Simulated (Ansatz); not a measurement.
# Two runs on BSiH4Cl3O

System: BSiH4Cl3O.
Method of the first run: RKS B3LYP-D4/6-31G (Ansatz 0.2.0).

The geometry comes from this level: PBE0-D4/def2-TZVP. Text and figures count atoms from 1; the logs count them from 0 in places.

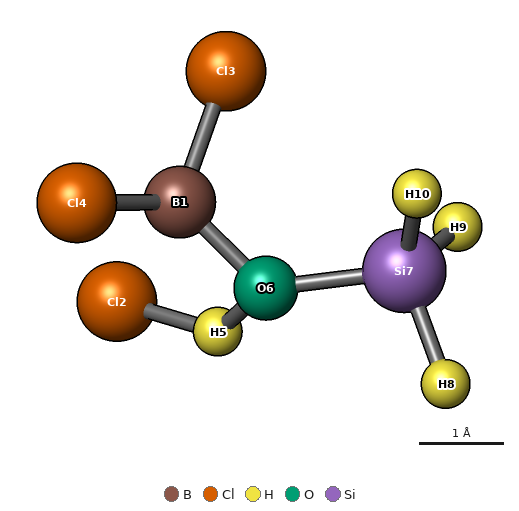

**Figure 1.** The structure as given in the input (ball-and-stick view, seen at a tilt; atoms are numbered from 1 in the order of the input). Bond lengths as drawn: B–Cl 1.76 to 1.78 Å, B–O 1.46 Å, Cl–H 1.51 Å, H–O 1.25 Å, H–Si 1.48 Å and O–Si 1.69 Å.

### Input, the first run
```yaml
crystal:
  periodic: [false, false, false]
  atoms:
    - {symbol: B, position_ang: [-1.317204, 0.137105, 0.084510]}
    - {symbol: Cl, position_ang: [-1.674484, -1.877898, 0.904789]}
    - {symbol: Cl, position_ang: [-1.569253, 0.083311, -1.672219]}
    - {symbol: Cl, position_ang: [-2.270570, 1.283428, 1.026736]}
    - {symbol: H, position_ang: [-0.339722, -1.161567, 0.925814]}
    - {symbol: O, position_ang: [0.066236, -0.052161, 0.527428]}
    - {symbol: Si, position_ang: [1.492486, 0.323524, -0.303998]}
    - {symbol: H, position_ang: [2.557273, 0.196620, 0.713189]}
    - {symbol: H, position_ang: [1.694241, -0.641122, -1.406194]}
    - {symbol: H, position_ang: [1.361099, 1.708659, -0.800155]}
basis:
  gaussian: {orbitals: 6-31G}
hamiltonian: {xc: {name: B3LYP}, dispersion: d4}
```

Launched with:
```bash
ansatz run in.yaml --threads 8 --pin off --events-out ev --progress --plain --max-ram 19148MiB
```

Hardware: 8 threads of Arm Neoverse V2, 23 GiB of memory available, shared host.

### Output (the first run)
```
Functional definition: B3LYP
  parameter a0 = 0.2
  parameter ax = 0.72
  parameter ac = 0.81
  exchange = (1 - a0 - ax)*slater_x + ax*b88_x + a0*exact_x
  correlation = (1 - ac)*vwn_rpa_c + ac*lyp_c
889 factors; integrals over basis functions are off by at most 2.6e-4 eV
mean field evaluation 1: about -48230.0242 eV, gradient 4.3e1 eV
mean field evaluation 2: about -48225.2199 eV, gradient 6.8e1 eV
mean field evaluation 4: about -48233.5599 eV, gradient 2.4e0 eV
mean field evaluation 8: about -48233.7091 eV, gradient 1.0e-1 eV
mean field evaluation 16: about -48233.7091 eV, gradient 4.3e-5 eV
mean field -48233.70914422 eV, -1772.5561170678 hartree, gradient 4.3e-5 eV, S^2 0.000000; 0 other end points of the search recorded, 0 dependent functions left out
reference -48233.70941750 eV, -1772.5561271105 hartree; 41, 41 occupied and 37, 37 virtual orbitals, 889 factors
Total energy: -48234.28830508 eV, -1772.5774008368 hartree
```

For the second run the input was changed thus:
```diff
-    - {symbol: B, position_ang: [-1.317204, 0.137105, 0.084510]}
-    - {symbol: Cl, position_ang: [-1.674484, -1.877898, 0.904789]}
-    - {symbol: Cl, position_ang: [-1.569253, 0.083311, -1.672219]}
-    - {symbol: Cl, position_ang: [-2.270570, 1.283428, 1.026736]}
-    - {symbol: H, position_ang: [-0.339722, -1.161567, 0.925814]}
-    - {symbol: O, position_ang: [0.066236, -0.052161, 0.527428]}
-    - {symbol: Si, position_ang: [1.492486, 0.323524, -0.303998]}
-    - {symbol: H, position_ang: [2.557273, 0.196620, 0.713189]}
-    - {symbol: H, position_ang: [1.694241, -0.641122, -1.406194]}
-    - {symbol: H, position_ang: [1.361099, 1.708659, -0.800155]}
+    - {symbol: B, position_ang: [-1.340314, 0.686781, -0.399345]}
+    - {symbol: Cl, position_ang: [-0.414591, -2.139158, 2.526975]}
+    - {symbol: Cl, position_ang: [-1.255161, 1.838572, -1.725481]}
+    - {symbol: Cl, position_ang: [-2.874142, 0.380747, 0.377632]}
+    - {symbol: H, position_ang: [-0.554839, -1.269644, 1.588538]}
+    - {symbol: O, position_ang: [-0.245536, 0.040526, 0.024238]}
+    - {symbol: Si, position_ang: [1.350667, 0.110478, -0.502554]}
+    - {symbol: H, position_ang: [2.079879, -0.835028, 0.366335]}
+    - {symbol: H, position_ang: [1.404663, -0.306949, -1.921196]}
+    - {symbol: H, position_ang: [1.849474, 1.493575, -0.335241]}
```

What does this change do to the results?

With the same method and basis, the second run lies 23.3 kcal/mol lower.

### Output (the second run)
```
Functional definition: B3LYP
  parameter a0 = 0.2
  parameter ax = 0.72
  parameter ac = 0.81
  exchange = (1 - a0 - ax)*slater_x + ax*b88_x + a0*exact_x
  correlation = (1 - ac)*vwn_rpa_c + ac*lyp_c
889 factors; integrals over basis functions are off by at most 2.9e-4 eV
mean field evaluation 1: about -48230.4979 eV, gradient 4.8e1 eV
mean field evaluation 2: about -48220.2326 eV, gradient 8.9e1 eV
mean field evaluation 4: about -48234.6588 eV, gradient 3.1e0 eV
mean field evaluation 8: about -48234.8165 eV, gradient 1.6e-1 eV
mean field evaluation 16: about -48234.8166 eV, gradient 8.9e-6 eV
mean field -48234.81657678 eV, -1772.5968144636 hartree, gradient 8.8e-6 eV, S^2 0.000000; 0 other end points of the search recorded, 0 dependent functions left out
reference -48234.81686867 eV, -1772.5968251906 hartree; 41, 41 occupied and 37, 37 virtual orbitals, 889 factors
Total energy: -48235.29685989 eV, -1772.6144645425 hartree
```

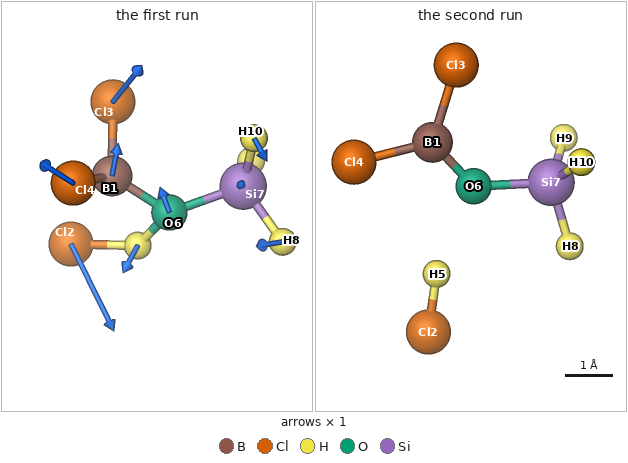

**Figure 2.** The two input geometries at one scale (ball-and-stick view, seen at a tilt). The blue arrows on the first give the shifts of the atoms after the best rigid fit, at true length. The largest move after the best rigid fit is that of Cl2, 2.18 Å. Largest moves by element: Cl 2.18 Å, H 0.95 Å, B 0.74 Å, O 0.61 Å, Si 0.23 Å. Among the contacts that change: H5–O6 1.247 → 2.064 Å, Cl2–H5 1.515 → 1.287 Å, B1–O6 1.465 → 1.340 Å, B1–Cl4 1.764 → 1.746 Å.

### The two runs side by side

| quantity | the first run | the second run |
| --- | --- | --- |
| outcome | converged | converged |
| total energy (hartree) | −1772.577401 | −1772.614465 |
| basis functions | 78 | 78 |
| wall time (shared host) | 0.6 s | 0.6 s |
